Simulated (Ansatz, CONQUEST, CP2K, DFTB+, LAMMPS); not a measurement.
# DFTB+ runs on Zn2+ BF4- in ethyl methyl carbonate and dimethoxyethane at 330 K (89 atoms), part 2 of 2

How near does DFTB+ come to plane waves for Zn2+ BF4- in ethyl methyl carbonate and dimethoxyethane at 330 K (89 atoms)?

Program: DFTB+ 25.1; the method stands at each step. Banners, paths, timers and routine set-up lines are dropped from the logs unmarked, and long logs keep their key lines alone; longer cuts are marked.

So far. Step 2 (GFN1-xTB): Forces lie 39 % from the reference's, at 0.29 times its CPU time (on 1 against 4 cores).

## (3) Dynamics at 330 K (GFN2-xTB)

Method: GFN2-xTB tight binding, diagonalisation.

Input file dftb_in.hsd:

```
Geometry = GenFormat {
  <<< geo.gen
}
Driver = VelocityVerlet {
  MovedAtoms = 1:-1
  Steps = 121
  TimeStep [fs] = 0.5
  Thermostat = NoseHoover {
    Temperature [K] = 330
    CouplingStrength [cm^-1] = 3000
  }
  MDRestartFrequency = 1
}
Hamiltonian = xTB {
  Method = "GFN2-xTB"
  SccTolerance = 1e-05
  MaxSccIterations = 300
  Mixer = Broyden { MixingParameter = 0.2 }
  Filling = Fermi { Temperature [K] = 580 }
  KPointsAndWeights = { 0.0 0.0 0.0 1.0 }
}
Analysis {
  PrintForces = Yes
  MullikenAnalysis = Yes
}
Options { RandomSeed = 694 }
ParserOptions { ParserVersion = 14 }
```

Input file geo.gen:

```
89 F
C O H B F Zn
[... 93 atom lines left out: the same atoms as in the first run ...]
```

The run is started by

```
$ OMP_NUM_THREADS=2 dftb+ > output.txt
```

Log:

```text
Reading input file 'dftb_in.hsd'
Parser version: 14
--------------------------------------------------------------------------------
Processed input in HSD format written to 'dftb_pin.hsd'
Starting initialization...
--------------------------------------------------------------------------------
WARNING!
-> Dipole printed for extended system : value printed is not well defined
Specified random seed:       694
Mode:                        MD with scaling of velocities according to
                             Nose-Hoover-Chain thermostat
Self consistent charges:     Yes
SCC-tolerance:                 0.100000E-04
Max. scc iterations:                    300
Shell resolved Hubbard:      Yes
Spin polarisation:           No
Nr. of up electrons:           131.000000
Nr. of down electrons:         131.000000
Periodic boundaries:         Yes
Electronic solver:           Relatively robust
Mixer:                       Broyden mixer
Mixing parameter:                  0.200000
Nr. of chrg. vec. in memory:            300
Max. SCC-cycles:                        300
[... lines left out ...]
 iSCC Total electronic   Diff electronic      SCC error
[... lines left out ...]
Total Energy:                     -156.3043030355 H        -4253.2565 eV
[... lines left out ...]
Total Mermin free energy:         -156.3043030355 H        -4253.2565 eV
[... lines left out ...]
Pressure:                           -0.215641E-04 au    -0.634437E+09 Pa
Gibbs free energy including KE:   -156.1679535929 H        -4249.5462 eV
[... lines left out ...]
 iSCC Total electronic   Diff electronic      SCC error
[... lines left out ...]
Total Energy:                     -156.3042214908 H        -4253.2543 eV
[... lines left out ...]
Total Mermin free energy:         -156.3042214908 H        -4253.2543 eV
Force related energy:             -156.3042214908 H        -4253.2543 eV
Volume:                              0.685501E+04 au^3   0.101581E+04 A^3
>> Charges saved for restart in charges.bin
 TempProfile:           4   1.0450490639313087E-003
MD Temperature:                      0.0010321917 H          325.9400 K
MD Kinetic Energy:                   0.1362493009 H            3.7075 eV
Total MD Energy:                  -156.1679721899 H        -4249.5467 eV
Pressure:                           -0.213613E-04 au    -0.628472E+09 Pa
Gibbs free energy including KE:   -156.1679721899 H        -4249.5467 eV
[...]
--------------------------------------------------------------------------------
***  Geometry step: 120
 iSCC Total electronic   Diff electronic      SCC error
[...]
Total Energy:                     -156.4074881944 H        -4256.0643 eV
Extrapolated to 0K:               -156.4074881944 H        -4256.0643 eV
Total Mermin free energy:         -156.4074881944 H        -4256.0643 eV
Force related energy:             -156.4074881944 H        -4256.0643 eV
Volume:                              0.685501E+04 au^3   0.101581E+04 A^3
>> Charges saved for restart in charges.bin
 TempProfile:         122   1.0450490639313087E-003
MD Temperature:                      0.0013306008 H          420.1700 K
MD Kinetic Energy:                   0.1756393089 H            4.7794 eV
Total MD Energy:                  -156.2318488855 H        -4251.2849 eV
Pressure:                            0.128189E-04 au     0.377144E+09 Pa
Gibbs free energy including KE:   -156.2318488855 H        -4251.2849 eV
--------------------------------------------------------------------------------
***  Geometry step: 121
 iSCC Total electronic   Diff electronic      SCC error
[...]
10   -0.15742755E+03    0.51187149E-06    0.11599986E-04
   11   -0.15742755E+03   -0.18627904E-06    0.44566716E-05
Total Energy:                     -156.4035979023 H        -4255.9584 eV
Extrapolated to 0K:               -156.4035979023 H        -4255.9584 eV
Total Mermin free energy:         -156.4035979023 H        -4255.9584 eV
Force related energy:             -156.4035979023 H        -4255.9584 eV
Volume:                              0.685501E+04 au^3   0.101581E+04 A^3
>> Charges saved for restart in charges.bin
 TempProfile:         123   1.0450490639313087E-003
MD Temperature:                      0.0012953031 H          409.0239 K
MD Kinetic Energy:                   0.1709800030 H            4.6526 eV
Total MD Energy:                  -156.2326178993 H        -4251.3058 eV
Pressure:                            0.938253E-05 au     0.276043E+09 Pa
Gibbs free energy including KE:   -156.2326178993 H        -4251.3058 eV
Molecular dynamics completed
MD information accumulated in md.out
```

Wall time 3.7 min (2 threads of Intel Xeon 6975P-C (Granite Rapids), shared host); peak memory 0.17 GiB.

Rows from the run:

| time (fs) | T (K) | potential (meV/atom) |
| --- | --- | --- |
| 0.0 | 330 | 0.0 |
| 4.0 | 350 | -2.5 |
| 8.0 | 389 | -7.8 |
| 12.0 | 462 | -18.1 |
| 16.0 | 467 | -21.5 |
| 20.0 | 406 | -17.4 |
| 24.0 | 396 | -19.3 |
| 28.0 | 375 | -19.0 |
| 32.5 | 319 | -13.5 |
| 36.5 | 287 | -10.3 |
| 40.5 | 294 | -11.4 |
| 44.5 | 360 | -20.0 |
| 48.5 | 370 | -21.8 |
| 52.5 | 339 | -18.4 |
| 56.5 | 379 | -24.4 |
| 60.5 | 409 | -29.9 |

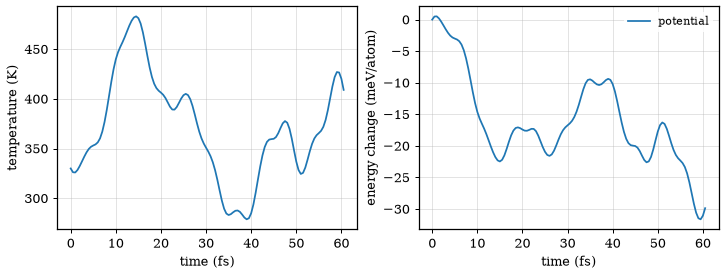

Temperature and energies against time.

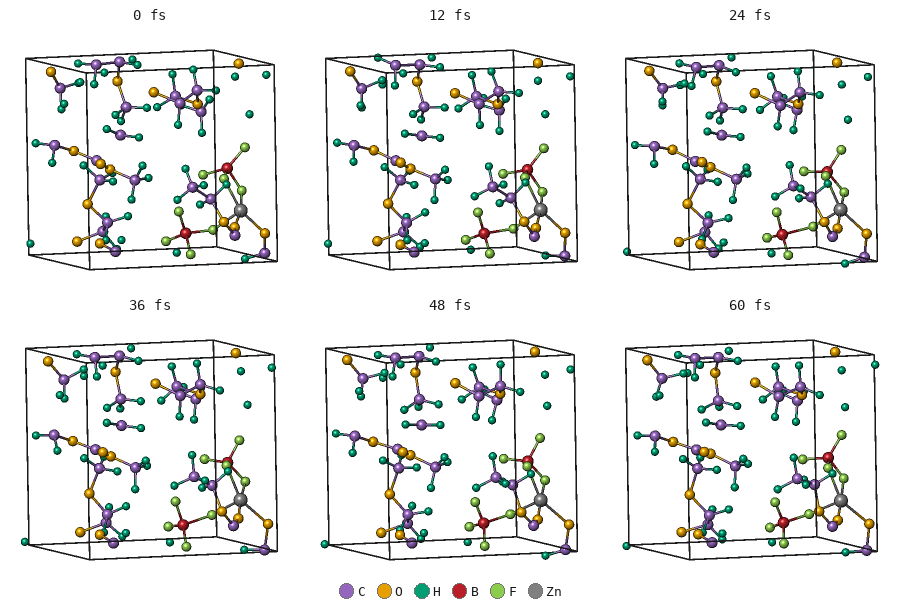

6 frames of the run. Bonds to atoms that aren't drawn are left out.

Mean square displacement from the first frame to the last: C 0.088 Å², O 0.063 Å², H 0.22 Å², B 0.024 Å², F 0.080 Å², Zn 0.0058 Å².

Table of mean square displacement by time lag:

```csv
time lag (fs),B (Å²),C (Å²),F (Å²),H (Å²),O (Å²),Zn (Å²)
0.5,3.1e-5,2.0e-5,2.6e-5,1.8e-4,1.8e-5,2.1e-6
3.0,0.00109,6.9e-4,9.3e-4,0.00585,6.4e-4,7.3e-5
5.5,0.00357,0.00214,0.00310,0.0161,0.00204,2.3e-4
9.0,0.00875,0.00499,0.00809,0.0305,0.00491,5.5e-4
11.5,0.0130,0.00734,0.0129,0.0400,0.00733,8.4e-4
14.0,0.0170,0.00977,0.0185,0.0491,0.00982,0.00115
16.5,0.0205,0.0121,0.0247,0.0553,0.0122,0.00147
19.0,0.0233,0.0143,0.0314,0.0573,0.0144,0.00176
21.5,0.0254,0.0166,0.0382,0.0581,0.0163,0.00201
25.5,0.0276,0.0206,0.0490,0.0673,0.0194,0.00243
28.0,0.0286,0.0234,0.0556,0.0777,0.0217,0.00271
30.5,0.0294,0.0264,0.0618,0.0893,0.0243,0.00297
```

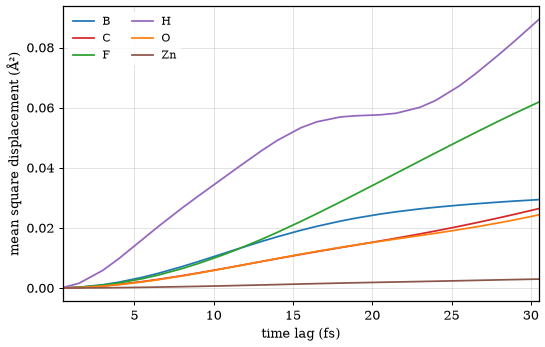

Mean square displacement, plotted against time lag.

## (4) Local order late in the run (GFN2-xTB)

The g(r) is a mean over frames of the second half; bonds, counts and rings are those of the last frame.

Density 1.17 g/cm³, 11.41 Å³ an atom.

Mean of 13 frames. g(r), total and by pair (bins of 0.2 Å):

```
r (Å)  total   H-H   H-C   H-O   H-F   H-B  H-Zn
 1.00   2.29  0.00  9.85  0.00  0.00  0.00  0.00
 1.20   1.87  0.00  7.00  0.00  0.00  0.00  0.00
 1.40   1.27  0.00  0.00  0.00  0.00  0.00  0.00
 1.60   0.36  0.30  0.00  0.00  0.00  0.00  0.00
 1.80   1.20  4.24  0.00  0.08  0.00  0.00  0.00
 2.00   1.01  0.28  0.43  5.39  0.00  0.00  0.00
 2.20   1.00  0.47  1.63  1.68  0.07  0.00  0.00
 2.40   0.88  1.17  0.27  0.42  0.53  0.00  0.00
 2.60   0.94  1.43  0.88  1.23  0.80  0.00  0.00
 2.80   0.74  0.80  1.02  0.81  0.85  0.00  0.00
 3.00   0.69  0.76  0.68  0.83  0.59  0.04  0.97
 3.20   1.00  1.11  1.37  0.53  0.92  0.42  2.02
 3.40   0.90  0.81  1.03  1.04  0.84  1.46  0.99
 3.60   0.85  0.84  1.09  0.63  0.86  1.17  1.03
 3.80   0.98  1.03  0.97  0.95  0.67  1.73  1.87
 4.00   1.03  1.19  0.83  1.02  0.77  1.75  1.62
 4.20   1.09  1.18  0.98  1.27  1.29  1.19  1.06
 4.40   1.03  1.03  0.98  1.12  1.06  0.86  0.57
 4.60   0.92  0.83  0.96  0.96  1.00  0.59  0.16
 4.80   1.04  0.91  1.19  1.15  1.25  0.58  0.17
```

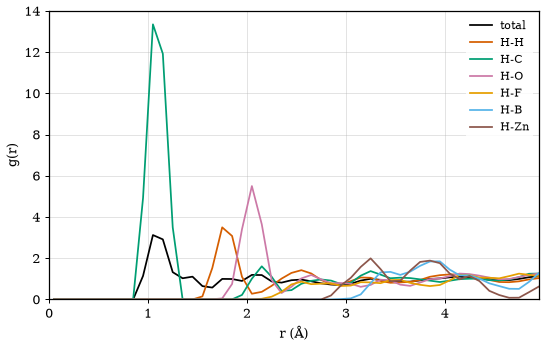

Pair distribution functions, lightly smoothed.

## (5) What came out

| Item | Value |
| --- | --- |
| force difference from the reference | DFTB+ GFN1-xTB, 39 % |
| its CPU time | 4.4 s |
| mean temperature, second half (GFN2-xTB) | 342 K |

What this shows: Tight binding differs by 39 % (DFTB+ GFN1-xTB); it is another model, with fitted parameters of its own, and the xTB methods hold dispersion. One electronic-structure run takes under half the reference's CPU time: DFTB+ GFN1-xTB, at 39 % in 4.4 s against 15 s; its pressure misses by -3.8 GPa. The trajectory (GFN2-xTB): over the second half of 60 fs the temperature averages 342 K, rising from about 304 to 391 K (means over the first and last quarter of that half). From first frame to last H has the largest mean square displacement, 0.22 Å² at the end; the farthest move is 0.92 Å. The run spans 0.06 ps, too short for its means to be equilibrium values. Periodic xTB results under one method name differ between programs and library versions (DFTB+ here holds tblite 0.3). The network of contacts between molecules at the start is that of the classical potential that made the cell, and needn't be the one that DFT or experiment would give. The reference's PBE has no dispersion term, which matters for the binding between molecules or layers. The density was typed from a rule of thumb and may lie off the real one at this temperature. The electronic-structure runs sample only Γ, in a cell whose shortest periodic width is 10 Å.

[Also dropped from logs without a mark: logging warnings of Python, and SIESTA's first energy breakdown and zero terms.]

[Logs are printed without paths, hosts, clocks, repeated set-up lines and the standing remarks that a program may print on its own settings, such as how far it seeks lower states.]

[Hosts, paths, dates, database ids (printed as entryN), source tags and the programs' standing remarks are cut or masked in the printed files.]
